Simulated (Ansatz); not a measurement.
# A computed series for TiO2: pressure series

The parent structure is TiO₂ in the rutile structure (space group P4_2/mnm, No. 136; a = 4.597 Å, c = 2.954 Å).

Cell and atoms are relaxed at each pressure.

Method: plane-wave PAW DFT at the r2SCAN level (Ansatz, a program for electronic structure, 500 eV), no SOC.

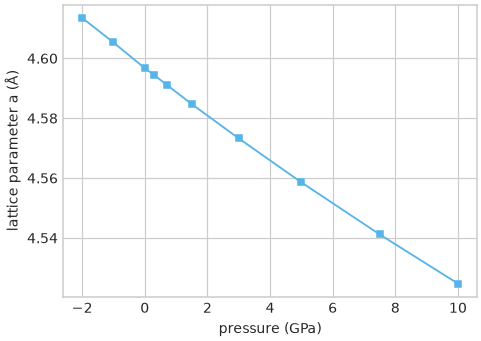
Figure: Lattice parameter a against pressure

Task: From the plot, what is the lattice parameter a for pressure 5 GPa?

Result: About 4.559 Å.

Task: Is the trend monotonic over the range shown?

Result: Yes, it falls throughout, spanning 8.551 bohr to 8.718 bohr.

Load acts through the strain it causes; cell and atoms are relaxed under it. Whether these cells are dynamically stable was not tested. Competing high-pressure phases were not computed. The final runs are not spin-polarised.
